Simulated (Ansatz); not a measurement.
# Si3NH7: up Jacob's ladder to CCSD(T)

How much do the methods differ for Si3NH7? The plan is to run it at one geometry with functionals of several rungs and with coupled cluster, and see how far each lands from CCSD(T) at the basis-set limit for the atomisation energy.

The runs use Ansatz 0.2.0, Gaussian basis; functionals in def2-TZVPP, the program's frozen cores in correlated methods.

Levels to be run: PBE-D4, r2SCAN-D4, PBE0-D4, B3LYP-D4, ωB97X-V, ωB97M-V, B2PLYP; CCSD(T)/def2-TZVPP; MP2/def2-QZVPP; extrapolation to the limit.

## Step 1: The relaxed structure

All runs share one geometry, relaxed beforehand with PBE0-D4 in a triple-zeta def2 set.

11 atoms, charge 0, spin multiplicity 1.

Atoms are counted from 1 here; the program's logs count them from 0.

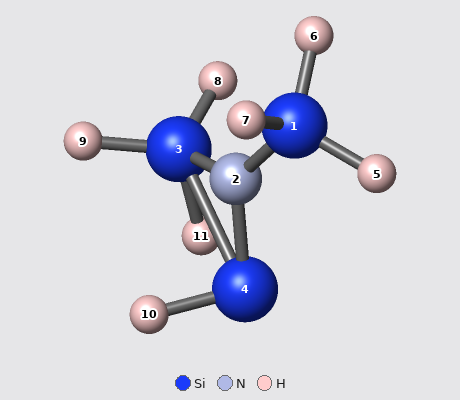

The geometry (silicon blue, nitrogen light blue, hydrogen pink); atoms are numbered from 1 in the order of the file.

## Step 2: PBE-D4 (GGA)

in.yaml

```yaml
crystal:
  periodic: [false, false, false]
  atoms:
    - {symbol: Si, position_ang: [-0.757844, 1.622878, -0.328789]}
    - {symbol: N, position_ang: [0.095429, 0.140298, -0.213828]}
    - {symbol: Si, position_ang: [0.189790, -1.111611, 0.918794]}
    - {symbol: Si, position_ang: [0.741853, -0.958346, -1.511404]}
    - {symbol: H, position_ang: [-1.302107, 1.765137, -1.705999]}
    - {symbol: H, position_ang: [-1.869784, 1.643538, 0.661035]}
    - {symbol: H, position_ang: [0.121557, 2.791430, -0.054664]}
    - {symbol: H, position_ang: [-1.085047, -1.535886, 1.541193]}
    - {symbol: H, position_ang: [1.321061, -1.130192, 1.871482]}
    - {symbol: H, position_ang: [2.177340, -1.056042, -0.971199]}
    - {symbol: H, position_ang: [0.433054, -2.228104, -0.186123]}
basis:
  gaussian: {orbitals: def2-TZVPP}
hamiltonian: {xc: pbe, dispersion: d4}
output: {forces: true, orbitals: {seedname: orbitals}}
```

Started as:

```bash
$ ansatz run in.yaml --threads 4 --pin off --events-out ev --progress --plain --max-ram 10444MiB
```

Further steps of the session: r2SCAN-D4 (meta-GGA); PBE0-D4 (hybrid); B3LYP-D4 (hybrid); ωB97X-V (range-separated); ωB97M-V (range-separated); B2PLYP (double hybrid); CCSD(T) in def2-TZVPP; MP2 in def2-QZVPP.

Before running them: what should the planned runs give, taken together? Wanted: atomisation energy, CCSD(T)/CBS; farthest; mean size of error, hybrid; mean size of error, range-separated; gap, smallest and largest; T1 diagnostic; triples share of the correlation energy.

As calculated:

| quantity | value |
| --- | --- |
| atomisation energy, CCSD(T)/CBS | 34.684 eV |
| functionals within 0.173 eV (0.5 %) | B3LYP-D4, ωB97M-V |
| farthest | B2PLYP (-0.597 eV) |
| mean size of error, hybrid | 0.268 eV |
| mean size of error, range-separated | 0.206 eV |
| gap, smallest and largest | 2.85 eV (PBE-D4), 8.97 eV (ωB97X-V) |
| T1 diagnostic | 0.0143 |
| triples share of the correlation energy | 3.9 % |

What this shows: PBE-D4 misses by -0.266 eV. Double hybrids carry the basis error of their MP2 part in triple zeta, and no dispersion term here, so their miss is partly the set-up's. Misses under about 0.173 eV are within the doubt on the reference itself, which lacks core-valence correlation, relativity and higher excitations. Hartree-Fock recovers 72 % of the binding; the rest is correlation. The gap grows from 2.8 to 9.0 eV across the functionals, mostly with the share of exact exchange.
